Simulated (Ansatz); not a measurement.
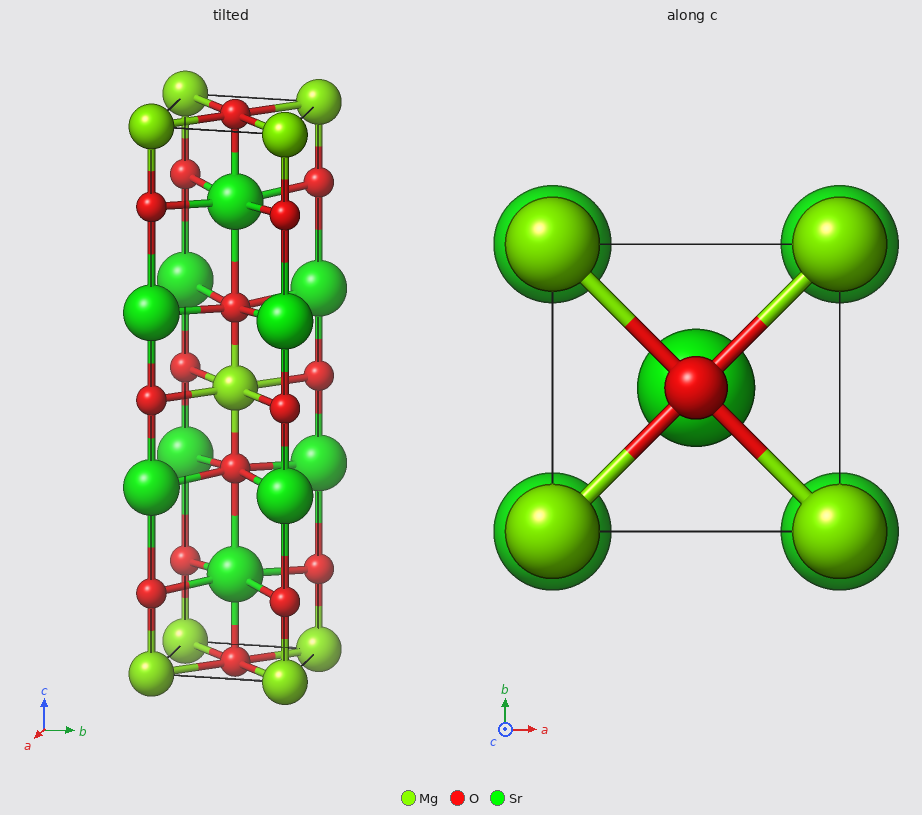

This ball-and-stick model is shown slightly off an axis and along the c axis. The lines enclose the conventional unit cell; boundary atoms appear with their images.

Sr$_{2}$MgO$_{3}$, space group I4/mmm (No. 139), a = 3.527 Å, b = 3.527 Å, c = 14.462 Å, α = 90.00°, β = 90.00°, γ = 90.00°. The model was built from a structure type filled with these elements by a generator (whether the compound takes this form wasn't checked). Earlier steps of the study, as a rule a relaxation of our own, may have changed the cell and positions, so they can lie some per cent off the listed ones. It was run through Ansatz as a DFT input.

This one geometry was computed with Ansatz (DFT, plane waves, PAW) at five levels of theory: PBE, HSE06, PBE with spin-orbit coupling, PBE0 and r2SCAN. It was relaxed beforehand with r2SCAN.

Which level gives the highest pressure at this volume, and what does that say about its equilibrium volume?

Highest: PBE (2.3 GPa) and PBE with spin-orbit coupling (2.3 GPa), which points to the largest equilibrium volume. Lowest, with the smallest volume: HSE06 (-0.5 GPa) and PBE0 (-0.5 GPa). Levels within 0.5 GPa of each other can't be told apart.

How does the band gap change with the level of theory?

PBE with spin-orbit coupling: a gap of 3.14 eV, direct; PBE: a gap of 3.16 eV, direct; r2SCAN: a gap of 3.84 eV, direct; HSE06: a gap of 4.66 eV, direct; PBE0: a gap of 5.37 eV, direct.

Collect the results in a table.

| level | cutoff (eV) | k-mesh of the run's cell | gap (eV) | pressure (GPa) |
| --- | --- | --- | --- | --- |
| PBE | 420 | 10×10×10 | 3.16 | 2.3 |
| HSE06 | 420 | 6×6×6 | 4.66 | -0.5 |
| PBE with spin-orbit coupling | 420 | 10×10×10 | 3.14 | 2.3 |
| PBE0 | 420 | 6×6×6 | 5.37 | -0.5 |
| r2SCAN | 500 | 10×10×10 | 3.84 | 0.0 |

Gaps are taken on the k-mesh or band path of each run.
